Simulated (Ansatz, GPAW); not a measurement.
**A 13-layer slab of Nb(111): work function by functional and basis**

Aim: the work function of both faces of a 13-layer slab of Nb(111), and its spread over functionals and bases.

Main program and level: GPAW 26.7.0 and Ansatz 0.2.0; Ansatz plane waves; slab in vacuum with a dipole correction, relaxation, in the first sound run; inputs show where later runs differ.

## 1. Set-up

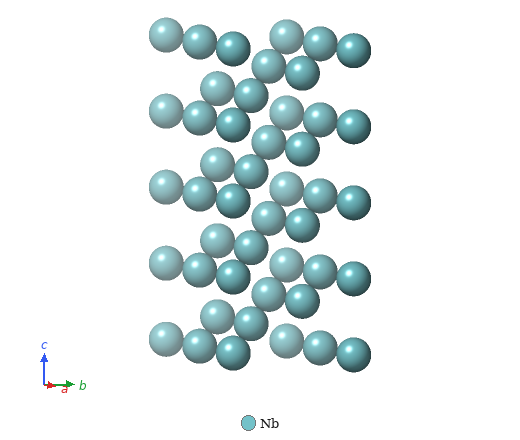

The starting structure, seen from the side, with the c axis up (niobium teal). 2×1×1 cells are drawn. Some periodic images of atoms are drawn too.

The cell holds 13 atoms: 13 Nb. Its edges and angles: a = 4.667 Å, b = 4.667 Å, c = 25.432 Å, α = 90.0°, β = 90.0°, γ = 60.0°. Vacuum lies along c.

## 2. Relaxation

Forces are removed first; all later runs use this geometry. The lowest 6 atoms are held at bulk positions and keep their forces.

input.yaml

```yaml
crystal:
  lattice:
    - [4.6669047558, 0.0, 0.0]
    - [2.3334523779, 4.0416580756, 0.0]
    - [0.0, 0.0, 25.43153533]
  atoms:
    - { symbol: Nb, position: [0.0, 0.0, 0.2752488164] }
    - { symbol: Nb, position: [0.3333333333, 0.3333333333, 0.312707347] }
    - { symbol: Nb, position: [0.6666666667, 0.6666666667, 0.3501658776] }
    - { symbol: Nb, position: [0.0, 0.0, 0.3876244082] }
    - { symbol: Nb, position: [0.3333333333, 0.3333333333, 0.4250829388] }
    - { symbol: Nb, position: [0.6666666667, 0.6666666667, 0.4625414694] }
    - { symbol: Nb, position: [0.0, 0.0, 0.5] }
    - { symbol: Nb, position: [0.3333333333, 0.3333333333, 0.5374585306] }
    - { symbol: Nb, position: [0.6666666667, 0.6666666667, 0.5749170612] }
    - { symbol: Nb, position: [0.0, 0.0, 0.6123755918] }
    - { symbol: Nb, position: [0.3333333333, 0.3333333333, 0.6498341224] }
    - { symbol: Nb, position: [0.6666666667, 0.6666666667, 0.687292653] }
    - { symbol: Nb, position: [0.0, 0.0, 0.7247511836] }
kpoints:
  mp_grid: { grid: [8, 8, 1] }
hamiltonian:
  xc: pbe
scf:
  occupations: { method: fermi_dirac, width: 0.1 }
efield:
  axis: 3
  dipole_correction: true
  ramp_width: 0.05
relax:
  f_tol: 0.02
  max_steps: 60
  constraints: [{ sites: [0, 1, 2, 3, 4, 5] }]
output:
  write_potential: true
  write_density: true
  volumetric_format: npy
```

The run is started by

```
$ ansatz run input.yaml --threads 4 --pin off --max-ram 8192MiB --backend cpu --events-out ev --progress --plain --runs-dir out
```

Numbers of over 12 decimals in the logs are rounded to 6 here.

What it wrote:

```text
Engine: ansatz 0.2.0, x86_64-unknown-linux-gnu
Pseudopotentials: kind: paw
Pseudopotential: Nb, paw, valence charge 13, recommended cutoff 420 eV (normal), Nb.paw.azcp
Functional definition: PBE
  parameter kappa = 0.804
  parameter beta = 0.066725
  exchange = pbe_x(kappa = kappa, mu = beta*pi^2/3)
  correlation = pbe_c(beta = beta)
Crystal: 13 atoms, lattice volume = 479.690 Å³
Basis set: ecut = 420 eV, 9451 PW (Γ), exchange–correlation on 64×64×360 points (8 copies of the dense FFT grid, shifted against one another)
Bands: 102, of which v1, the nominal top of the filled ones, is band 85 counted from 1 (84 counted from 0)
Symmetry: 6 space group operations
k-points: 10 of 64 (time reversal used)
Non-local potential: Nb, projectors of the file, l = 0: 3, l = 1: 2, l = 2: 2, l = 3: 1
PAW form: soft (Blöchl's): semilocal exchange-correlation on the pseudo side does not see the compensation charge
PAW one-centre angular grid: Nb, 590 points (default); XC on 64 Gauss nodes
Initial density: superposition of atomic densities (neutral atoms: chi_scale 0, normalization atom), corrected by the library's trained network
Initial wavefunctions: pseudopotential atomic-orbital guess
Functional: x = pbe(κ = 0.804, μ = 0.219515), c = pbe(β = 0.066725)
SCF iter   1: F=—  HF=-59173.964390 eV  |F-HF|=—  |Δ(HF+E_count)|=         —  Δρ=1.16e-2  dr2=1.67e1  ethr=1.77e-3  p=0.000 e·Å  D=1.53e-13 V/Å  ΔV_dip=-0.00 eV  dr2_dipole=7.28e-7  V_vac-E_F(+/−)=3.86/3.86 eV  ⟨swp⟩=9.1  Hψ=4799  notcnv=0
efield: sawtooth ramp at fractional position 0.9750 (placed from the atoms, in the widest stretch of the axis that holds none; the zero of the levels goes with the place), width 0.0500; the density the first Hamiltonian is built on has a dipole p = 0.000 e·Å; the dipole correction subtracts the counter field D = 1.53e-13 V/Å, which shifts the + side's vacuum level by -0.00 eV against the − side's; the planar-averaged density in the ramp window peaks in size at 5.9e-5 e/Å³
preconditioner: auto → LDOS  [metal: Δε(μ)=0.012 eV  Ē_g=3.154 eV  σ=0.100 eV  W_gap=0.03  n_scr=96 (ndim 8)  ℏωp=13.7 eV  f_vac=0.433  D(μ)=17.84/eV (n_scr^D=122)  β→1.0]
SCF iter   2: F=—  HF=-59173.702573 eV  |F-HF|=—  |Δ(HF+E_count)|=   2.62e-1  Δρ=3.52e-3  dr2=3.71e-1  ethr=1.77e-3  p=-0.000 e·Å  D=-1.78e-5 V/Å  ΔV_dip=0.00 eV  dr2_dipole=2.22e-6  V_vac-E_F(+/−)=3.33/3.33 eV  ⟨swp⟩=3.1  Hψ=1296  notcnv=0  defer=1
SCF iter   3: F=—  HF=-59173.692652 eV  |F-HF|=—  |Δ(HF+E_count)|=   9.92e-3  Δρ=1.19e-3  dr2=5.80e-2  ethr=2.19e-4  p=-0.000 e·Å  D=-3.53e-6 V/Å  ΔV_dip=0.00 eV  dr2_dipole=6.06e-8  V_vac-E_F(+/−)=3.44/3.44 eV  ⟨swp⟩=3.2  Hψ=1149  notcnv=0
SCF iter   4: F=—  HF=-59173.691861 eV  |F-HF|=—  |Δ(HF+E_count)|=   7.91e-4  Δρ=2.30e-4  dr2=1.18e-3  ethr=3.43e-5  p=-0.000 e·Å  D=-1.83e-6 V/Å  ΔV_dip=0.00 eV  dr2_dipole=1.31e-9  V_vac-E_F(+/−)=3.41/3.41 eV  ⟨swp⟩=1.5  Hψ=1075  notcnv=0
SCF iter   5: F=—  HF=-59173.692208 eV  |F-HF|=—  |Δ(HF+E_count)|=   3.47e-4  Δρ=5.95e-5  dr2=2.41e-5  ethr=6.99e-7  p=-0.000 e·Å  D=-8.87e-7 V/Å  ΔV_dip=0.00 eV  dr2_dipole=1.04e-10  V_vac-E_F(+/−)=3.41/3.41 eV  ⟨swp⟩=2.4  Hψ=1422  notcnv=0
SCF iter   6: F=-59173.692220 eV  HF=-59173.692222 eV  |F-HF|=1.33e-6  |Δ(HF+E_count)|=   1.32e-5  Δρ=1.96e-5  dr2=3.82e-6  ethr=5.92e-9  p=-0.000 e·Å  D=-3.67e-7 V/Å  ΔV_dip=0.00 eV  dr2_dipole=4.17e-12  V_vac-E_F(+/−)=3.41/3.41 eV  ⟨swp⟩=13.1  Hψ=9354  notcnv=0
SCF 1 converged in 6 iterations: F = -59173.692220 eV  dr2 = 3.82e-6
  Residual-converged pass: ⟨swp⟩=1.0  Hψ=1060  notcnv=0  max |occ|·‖R‖ = 7.1e-9 eV (tolerance 1.0e-8 eV)  dr2=3.82e-6  dr2_onsite=5.02e-8  max |Δocc| = 7.5e-11
  greatest PAW one-centre occupation: 0.998 electrons in one spin orbital (limit 2), on the Nb atom at site 5 (counted from 0), in its partial waves of l = 0
relax step   1: F+E_penalty+E_count = -59173.69222022 eV  Δ(F+E_penalty+E_count) = +0.000e0 eV  max|allowed force component| = 1.718e0 eV/Å  Δτ_max = 0.0000 Å  (6 SCF iters, dr2 threshold 1.00e-5 eV, accepted)
Initial density: handed on by an earlier stage of this run
Initial wavefunctions: those handed on with the density
iter 1 solved again at ethr=1.57e-3 eV; its pass at ethr=3.10e-3 eV (dr2=2.66e0 eV) is discarded
SCF iter   1: F=—  HF=-59174.091643 eV  |F-HF|=—  |Δ(HF+E_count)|=         —  Δρ=8.90e-3  dr2=3.82e0  ethr=1.57e-3  p=-0.000 e·Å  D=-3.93e-7 V/Å  ΔV_dip=0.00 eV  dr2_dipole=1.71e0  V_vac-E_F(+/−)=3.42/3.42 eV  ⟨swp⟩=1.0  Hψ=3289  notcnv=0
efield: sawtooth ramp at fractional position 0.9750 (handed on by an earlier solve), width 0.0500; the density the first Hamiltonian is built on has a dipole p = -0.000 e·Å; the dipole correction subtracts the counter field D = -3.93e-7 V/Å, which shifts the + side's vacuum level by +0.00 eV against the − side's; the planar-averaged density in the ramp window peaks in size at 4.7e-6 e/Å³
preconditioner: auto → LDOS  [metal: Δε(μ)=0.025 eV  Ē_g=3.128 eV  σ=0.100 eV  W_gap=0.06  n_scr=96 (ndim 8)  ℏωp=13.7 eV  f_vac=0.439  D(μ)=18.67/eV (n_scr^D=122)  β→1.0]
SCF iter   2: F=—  HF=-59174.015086 eV  |F-HF|=—  |Δ(HF+E_count)|=   7.66e-2  Δρ=2.67e-3  dr2=1.00e-1  ethr=1.57e-3  p=-0.023 e·Å  D=-8.85e-3 V/Å  ΔV_dip=0.23 eV  dr2_dipole=2.65e-2  V_vac-E_F(+/−)=3.61/3.39 eV  ⟨swp⟩=3.2  Hψ=1131  notcnv=0
SCF iter   3: F=—  HF=-59174.010204 eV  |F-HF|=—  |Δ(HF+E_count)|=   4.88e-3  Δρ=1.15e-3  dr2=1.90e-2  ethr=5.93e-5  p=-0.029 e·Å  D=-1.08e-2 V/Å  ΔV_dip=0.27 eV  dr2_dipole=2.24e-3  V_vac-E_F(+/−)=3.67/3.40 eV  ⟨swp⟩=2.4  Hψ=1968  notcnv=0
SCF iter   4: F=—  HF=-59174.008099 eV  |F-HF|=—  |Δ(HF+E_count)|=   2.10e-3  Δρ=2.55e-4  dr2=8.45e-4  ethr=1.12e-5  p=-0.030 e·Å  D=-1.13e-2 V/Å  ΔV_dip=0.29 eV  dr2_dipole=2.19e-4  V_vac-E_F(+/−)=3.69/3.40 eV  ⟨swp⟩=2.5  Hψ=1632  notcnv=0
SCF iter   5: F=-59174.008170 eV  HF=-59174.008188 eV  |F-HF|=1.76e-5  |Δ(HF+E_count)|=   8.86e-5  Δρ=8.63e-5  dr2=8.64e-5  ethr=5.92e-8  p=-0.032 e·Å  D=-1.21e-2 V/Å  ΔV_dip=0.31 eV  dr2_dipole=5.31e-6  V_vac-E_F(+/−)=3.71/3.40 eV  ⟨swp⟩=12.1  Hψ=10585  notcnv=0
SCF 2 converged in 5 iterations: F = -59174.008170 eV  dr2 = 8.64e-5
  greatest PAW one-centre occupation: 0.998 electrons in one spin orbital (limit 2), on the Nb atom at site 7 (counted from 0), in its partial waves of l = 0
relax step   2: F+E_penalty+E_count = -59174.00817025 eV  Δ(F+E_penalty+E_count) = -3.160e-1 eV  max|allowed force component| = 3.336e-1 eV/Å  Δτ_max = 0.1949 Å  (5 SCF iters, dr2 threshold 1.00e-4 eV, accepted)
iter 1 solved again at ethr=1.17e-3 eV; its pass at ethr=3.10e-3 eV (dr2=1.98e0 eV) is discarded
[...]
SCF iter   3: F=—  HF=-59174.030122 eV  |F-HF|=—  |Δ(HF+E_count)|=   4.50e-3  Δρ=8.99e-4  dr2=1.88e-2  ethr=4.79e-5  p=-0.041 e·Å  D=-1.55e-2 V/Å  ΔV_dip=0.39 eV  dr2_dipole=1.21e-3  V_vac-E_F(+/−)=3.79/3.40 eV  ⟨swp⟩=2.3  Hψ=1781  notcnv=0
SCF iter   4: F=—  HF=-59174.029089 eV  |F-HF|=—  |Δ(HF+E_count)|=   1.03e-3  Δρ=1.95e-4  dr2=3.60e-4  ethr=1.11e-5  p=-0.042 e·Å  D=-1.58e-2 V/Å  ΔV_dip=0.40 eV  dr2_dipole=6.54e-5  V_vac-E_F(+/−)=3.80/3.39 eV  ⟨swp⟩=2.0  Hψ=1182  notcnv=0
SCF iter   5: F=—  HF=-59174.029471 eV  |F-HF|=—  |Δ(HF+E_count)|=   3.82e-4  Δρ=6.02e-5  dr2=4.38e-5  ethr=2.13e-7  p=-0.043 e·Å  D=-1.63e-2 V/Å  ΔV_dip=0.41 eV  dr2_dipole=3.75e-7  V_vac-E_F(+/−)=3.81/3.39 eV  ⟨swp⟩=2.6  Hψ=1797  notcnv=0
SCF iter   6: F=-59174.029474 eV  HF=-59174.029477 eV  |F-HF|=2.80e-6  |Δ(HF+E_count)|=   5.80e-6  Δρ=2.12e-5  dr2=5.76e-6  ethr=4.12e-9  p=-0.044 e·Å  D=-1.66e-2 V/Å  ΔV_dip=0.42 eV  dr2_dipole=4.84e-8  V_vac-E_F(+/−)=3.82/3.39 eV  ⟨swp⟩=12.5  Hψ=9677  notcnv=0
SCF 3 converged in 6 iterations: F = -59174.029474 eV  dr2 = 5.76e-6
  Residual-converged pass: ⟨swp⟩=1.0  Hψ=1060  notcnv=0  max |occ|·‖R‖ = 7.0e-9 eV (tolerance 1.0e-8 eV)  dr2=5.76e-6  dr2_onsite=6.67e-8  max |Δocc| = 5.8e-11
relax step   3: F+E_penalty+E_count = -59174.02947428 eV  Δ(F+E_penalty+E_count) = -2.130e-2 eV  max|allowed force component| = 1.694e-1 eV/Å  Δτ_max = 0.1359 Å  (6 SCF iters, dr2 threshold 6.96e-6 eV, accepted)
[...]
relax step   4: F+E_penalty+E_count = -59174.03486758 eV  Δ(F+E_penalty+E_count) = -5.393e-3 eV  max|allowed force component| = 1.533e-2 eV/Å  Δτ_max = 0.0342 Å  (6 SCF iters, dr2 threshold 1.79e-6 eV, accepted)
iter 1 solved again at ethr=2.11e-10 eV; its pass at ethr=3.10e-3 eV (dr2=3.57e-7 eV) is discarded
SCF iter   1: F=—  HF=-59174.034869 eV  |F-HF|=—  |Δ(HF+E_count)|=         —  Δρ=5.75e-6  dr2=3.58e-7  ethr=2.11e-10  p=-0.042 e·Å  D=-1.60e-2 V/Å  ΔV_dip=0.41 eV  dr2_dipole=1.72e-8  V_vac-E_F(+/−)=3.80/3.40 eV  ⟨swp⟩=1.0  Hψ=2440  notcnv=0
efield: sawtooth ramp at fractional position 0.9750 (handed on by an earlier solve), width 0.0500; the density the first Hamiltonian is built on has a dipole p = -0.042 e·Å; the dipole correction subtracts the counter field D = -1.60e-2 V/Å, which shifts the + side's vacuum level by +0.41 eV against the − side's; the planar-averaged density in the ramp window peaks in size at 3.9e-6 e/Å³
preconditioner: auto → LDOS  [metal: Δε(μ)=0.024 eV  Ē_g=3.157 eV  σ=0.100 eV  W_gap=0.06  n_scr=96 (ndim 8)  ℏωp=13.7 eV  f_vac=0.441  D(μ)=17.80/eV (n_scr^D=122)  β→1.0]
SCF iter   2: F=—  HF=-59174.034868 eV  |F-HF|=—  |Δ(HF+E_count)|=   9.32e-7  Δρ=3.83e-6  dr2=1.49e-7  ethr=2.11e-10  p=-0.042 e·Å  D=-1.60e-2 V/Å  ΔV_dip=0.41 eV  dr2_dipole=1.34e-8  V_vac-E_F(+/−)=3.80/3.40 eV  ⟨swp⟩=2.1  Hψ=1877  notcnv=0
SCF iter   3: F=-59174.034868 eV  HF=-59174.034868 eV  |F-HF|=2.53e-8  |Δ(HF+E_count)|=   1.79e-8  Δρ=1.71e-6  dr2=4.03e-8  ethr=5.92e-11  p=-0.042 e·Å  D=-1.60e-2 V/Å  ΔV_dip=0.41 eV  dr2_dipole=6.51e-11  V_vac-E_F(+/−)=3.80/3.40 eV  ⟨swp⟩=10.6  Hψ=7667  notcnv=0
SCF 5 converged in 3 iterations: F = -59174.034868 eV  dr2 = 4.03e-8
relax step   5: F+E_penalty+E_count = -59174.03486774 eV  Δ(F+E_penalty+E_count) = -1.645e-7 eV  max|allowed force component| = 1.526e-2 eV/Å  Δτ_max = 0.0000 Å  (3 SCF iters, accepted)
NSCF: frozen V_eff on 10 k-points
the band table was solved once a step of the walk had ended and its energy, with any forces and stress, was formed, with the checks that follow a solve (4839 applications of the Hamiltonian). They found nothing against the state; the energy, forces and stress were not computed again (output.eigenvalues in the input reference)
WARN: The output density's exchange-correlation potential varies sharply where the density is thin. Do not read a vacuum level from v_tot or v_xc, or from such a field of the output density. On a cell that repeats whose density bears no net charge and no dipole along the vacuum's axis use v_es (v_loc + v_h of the components); under efield.dipole_correction with no amplitude use v_es + v_field, which holds any externa [...]
SCF converged after 3 iterations
Free energy (F): -59174.034868 eV
Harris-Foulkes:  -59174.034868 eV  (|F-HF|=2.53e-8)
Internal energy: -59173.452410 eV  (E = F + TS)
E sigma→0 (E₀):  -59173.743639 eV
Entropy (-TS):   -0.582458 eV (-44.804 meV/atom)
Fermi energy:    6.963503 eV
Dipole field:    D = -0.015995 V/Å  (p = -0.042401 e·Å, saw-weighted, corrected)
Work function:   Φ+ = 3.8019 eV   Φ− = 3.3951 eV
Levels:          The Fermi level and band energies are counted from a zero that moves with the ramp; work functions are not
--- Per-component energies (eV) ---
  E_band       = -2718.117960
  E_kinetic    = 5125.716067
  E_local      = -163831.820868  (includes V_loc(G=0)·N_el)
  E_nonlocal   = 1566.044417
  E_hartree    = 79291.827190
  E_xc         = -2275.706501
  E_vxc        = -2759.790874  (∫ρ·V_xc dr)
  E_paw        = -39956.055134  (= ΣΔE_a)
  E_vpaw       = -1401.848653  (= ΣTr[D̂ρ^β])
  E_aug_tail   = 0.000087  (compensation charges beyond the density's cutoff)
  E_efield     = 0.000339  (sawtooth field / dipole correction)
  E_vefield    = -0.039861  (∫n·V_field dr)
  E_ewald      = 60906.541992
  E_smearing   = -0.582458  (= −TS)
  E_closure    = -0.000000  (closes the sum)
  Σ components = -59174.034868   (vs F -59174.034868, Δ=0.00e0)
--- Forces (eV/Å), atoms counted from 1 ---
  atom   1  Nb     0.00000000    -0.00000000     1.72066658
  atom   2  Nb    -0.00000000     0.00000000     0.10550170
  atom   3  Nb    -0.00000000     0.00000000    -1.21070018
  atom   4  Nb    -0.00000000    -0.00000000    -0.58967608
  atom   5  Nb    -0.00000000    -0.00000000    -0.31937567
  atom   6  Nb     0.00000000     0.00000000     0.28131253
  atom   7  Nb    -0.00000000    -0.00000000    -0.01524557
  atom   8  Nb     0.00000000    -0.00000000     0.00354974
  atom   9  Nb    -0.00000000     0.00000000     0.01526041
  atom  10  Nb    -0.00000000     0.00000000    -0.00091245
  atom  11  Nb    -0.00000000    -0.00000000    -0.00804736
  atom  12  Nb     0.00000000    -0.00000000     0.01396633
  atom  13  Nb    -0.00000000     0.00000000     0.00370718
  max |Σ_I F_I| component: 7.15e-6 eV/Å
--- Band table (eV; the first three rows and the last of 10) ---
  k-point 0: bands = [... 81 lower, 6.3301, 6.5651, 6.5651, 6.7690, 6.8884, 6.8884, 7.0588, 7.1529, ... 13 higher]
  k-point 1: bands = [... 81 lower, 6.5164, 6.6843, 6.7202, 6.8503, 6.9574, 7.0904, 7.1708, 7.1751, ... 13 higher]
  k-point 2: bands = [... 81 lower, 6.7352, 6.9100, 6.9394, 7.1235, 7.1688, 7.3642, 7.4709, 7.4812, ... 13 higher]
  k-point 9: bands = [... 81 lower, 6.6839, 6.7256, 6.7748, 6.9271, 6.9478, 7.0847, 7.2007, 7.4555, ... 13 higher]
--- Relaxed structure (5 steps of the walk, 5 accepted, 0 SCFs on fresh bases) ---
  F+E_penalty+E_count = -59174.03486774 eV   max|allowed force component| = 1.526e-2 eV/Å
  atoms:
    - { symbol: Nb, position: [0.0, 0.0, 0.2752488164] }
    - { symbol: Nb, position: [0.333333, 0.333333, 0.312707347] }
    - { symbol: Nb, position: [0.666667, 0.666667, 0.3501658776] }
    - { symbol: Nb, position: [0.0, 0.0, 0.387624] }
    - { symbol: Nb, position: [0.333333, 0.333333, 0.4250829388] }
    - { symbol: Nb, position: [0.666667, 0.666667, 0.4625414694] }
    - { symbol: Nb, position: [3.794606570651006e-19, 0, 0.500941] }
    - { symbol: Nb, position: [0.333333, 0.333333, 0.538025] }
    - { symbol: Nb, position: [0.666667, 0.666667, 0.575730] }
    - { symbol: Nb, position: [-4.1198602374937347e-19, 0, 0.611354] }
    - { symbol: Nb, position: [0.333333, 0.333333, 0.653780] }
    - { symbol: Nb, position: [0.666667, 0.666667, 0.686046] }
    - { symbol: Nb, position: [-4.704329246383372e-18, 0, 0.713088] }
```

It took 71 s on 4 threads of AMD EPYC 7R43, shared host; peak memory 1.4 GiB; 4.5 min of CPU time.

The steps of the relaxation:

```
step  energy less that of the first step (eV)  largest force component (eV/Å)
   1                                   0.0000                          1.7185
   2                                  -0.3160                          0.3336
   3                                  -0.3373                          0.1694
   4                                  -0.3426                          0.0153
   5                                  -0.3426                          0.0153
```

The run keeps the 6 symmetry operations that it works with, so distortions that break them were not tested.

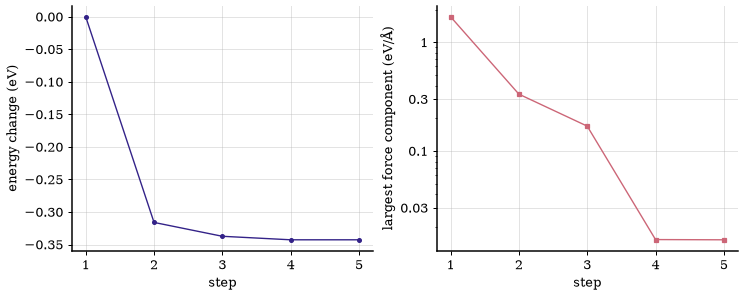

Energy and largest force along the relaxation.

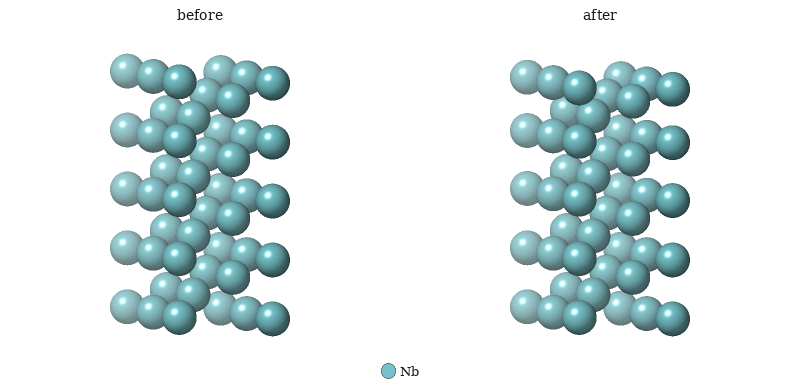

Before and after, at one scale.

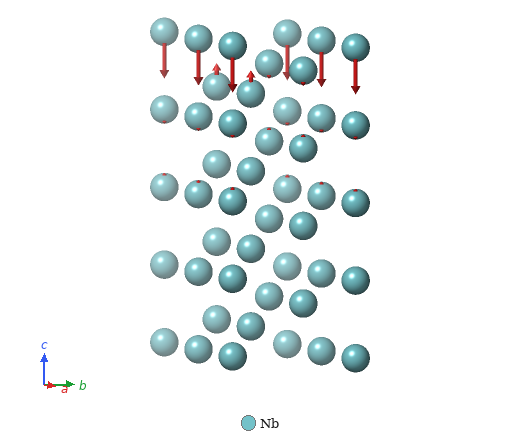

Displacements in the relaxation, exaggerated; the longest in the cell stands for 0.30 Å. 2×1×1 cells are drawn. Some periodic images of atoms are drawn too.

The atoms that moved most (Å):

```
atom     dx     dy      dz  length
Nb13  0.000  0.000  -0.297   0.297
Nb11  0.000  0.000   0.100   0.100
Nb12  0.000  0.000  -0.032   0.032
Nb10  0.000  0.000  -0.026   0.026
 Nb7  0.000  0.000   0.024   0.024
 Nb9  0.000  0.000   0.021   0.021
 Nb8  0.000  0.000   0.014   0.014
```

Final coordinates:

```
Nb
1.0
     4.66690    0.00000    0.00000
     2.33345    4.04166    0.00000
     0.00000    0.00000   25.43154
Nb
13
Direct
  0.00000 0.00000 0.27525
  0.33333 0.33333 0.31271
  0.66667 0.66667 0.35017
  0.00000 0.00000 0.38762
  0.33333 0.33333 0.42508
  0.66667 0.66667 0.46254
  0.00000 0.00000 0.50094
  0.33333 0.33333 0.53802
  0.66667 0.66667 0.57573
  0.00000 0.00000 0.61135
  0.33333 0.33333 0.65378
  0.66667 0.66667 0.68605
  0.00000 0.00000 0.71309
```

This step gave:

```
free energy             : -59174.0349 eV
smearing term TS        : 0.5825 eV
symmetry operations     : 6
upper work function     : 3.802 eV
lower work function     : 3.395 eV
dipole along the normal : -0.04240 e·Å
dipole field            : -0.01599 V/Å
vacuum level above      : 10.77 eV
vacuum level below      : 10.36 eV
```

(Part 1 of 4 ends here.)

[Logs are printed without paths, hosts, clocks, repeated set-up lines and the standing remarks that a program may print on its own settings, such as how far it seeks lower states.]

[Hosts, paths, dates, database ids (printed as entryN), source tags and the programs' standing remarks are cut or masked in the printed files.]
